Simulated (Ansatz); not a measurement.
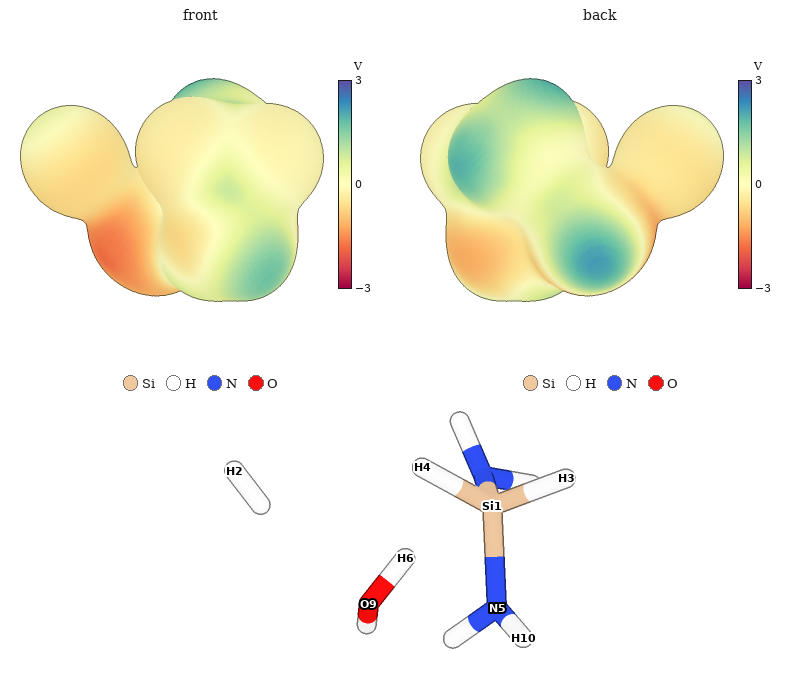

Figure 1: H₆N₂Si···H₂···H₂O. The electrostatic potential painted on the density surface at 0.002 e/bohr³, seen from the front and from behind; red is negative and blue positive. The bare structure is drawn below in the same view.

The product side of a reaction path; geometry: PBE0-D4/def2-TZVP.

All numbers below come from RKS PBE0-D4/def2-TZVPP in Ansatz.

Input file:

```
crystal:
  periodic: [false, false, false]
  atoms:
    - {symbol: Si, position_ang: [0.645589, 1.282342, -0.457493]}
    - {symbol: H, position_ang: [-2.959929, -0.250462, 1.863456]}
    - {symbol: H, position_ang: [1.344346, 2.335360, -1.247980]}
    - {symbol: H, position_ang: [-0.338703, 1.949685, 0.440909]}
    - {symbol: N, position_ang: [1.872423, 0.340026, 0.253947]}
    - {symbol: H, position_ang: [-0.413827, -1.267663, -0.042481]}
    - {symbol: N, position_ang: [-0.347523, 0.186638, -1.376634]}
    - {symbol: H, position_ang: [-2.342331, -0.642632, 1.704028]}
    - {symbol: O, position_ang: [-0.261306, -1.779476, 0.774986]}
    - {symbol: H, position_ang: [2.754490, 0.743557, 0.518646]}
    - {symbol: H, position_ang: [1.611758, -0.456812, 0.819388]}
    - {symbol: H, position_ang: [-1.289610, 0.490363, -1.578890]}
    - {symbol: H, position_ang: [0.064446, -0.227936, -2.201199]}
    - {symbol: H, position_ang: [-0.339721, -2.702891, 0.529315]}
basis:
  gaussian: {orbitals: def2-TZVPP}
hamiltonian: {xc: pbe0, dispersion: d4}
output: {orbitals: {seedname: orbitals}}
```

Command:

```sh
ansatz run in.yaml --threads 8 --pin off --events-out ev --progress --plain --max-ram 19148MiB
```

Question: Where is the surface potential most negative and most positive?

Answer: The most negative region (about −1.7 V) lies over O9, the most positive (about +2.1 V) over H14. O9 is the likeliest acceptor of a hydrogen bond.
